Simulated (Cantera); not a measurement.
Charge: 1 mol SiH4, 0.081 mol C2H4, 590 mol H2, at 0.0220 bar.

Equilibrium computed with Cantera from the NASA thermochemical tables; the gas is ideal and each condensed phase is pure. Candidate condensed phases: C, C6H6, C7H8, C8H18, Si, SiC; 87 gas species. Mutual solubility and eutectic melting of coexisting phases are not modelled. Gases not in the tables: Si2H6 and higher silanes. The numbers say what is thermodynamically allowed, not how fast it happens.

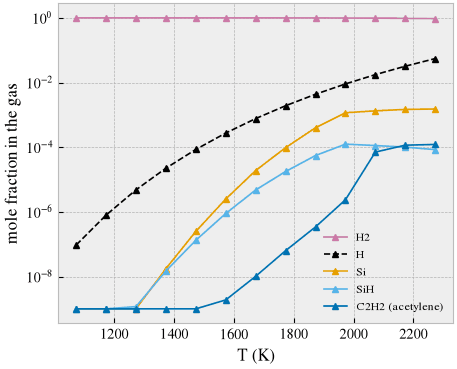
Figure. Equilibrium gas composition (values under 1e-9 drawn at 1e-9)

From 1073 K to 1673 K the condensed part is Si(s) + SiC(s). From 1773 K to 1873 K the condensed part is Si(l) + SiC(s). From 1973 K to 2073 K the condensed part is SiC(s). From 2173 K to 2273 K nothing is condensed. The main Si-bearing gas is SiH4 at 1073 K and Si at 2273 K.
